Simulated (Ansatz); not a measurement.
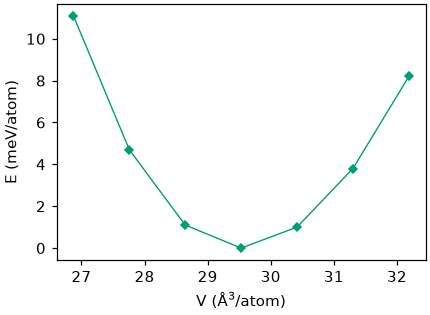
Na3Cl in space group P4/mmm (No. 123; Na on 1b, Na on 2h, Cl on 1a) under volume change, r²SCAN in the plane-wave PAW code Ansatz, shape and atoms relaxed at each volume.

Problem. What does a third-order Birch–Murnaghan fit give for V₀, B₀ and B′?

Solution. V₀ = 29.53 Å³/atom, B₀ = 12.7 GPa, B′ = 4.0.

The first step of the workflow began from a Materials Project structure, measured or hypothetical; the Crystallography Open Database copy checked does not list it. Its standing as an ambient phase is unchecked. The r²SCAN relaxation kept the symmetry of its start; its stability against distortions is not shown here.

Potentials: the later of the program's two PAW sets.
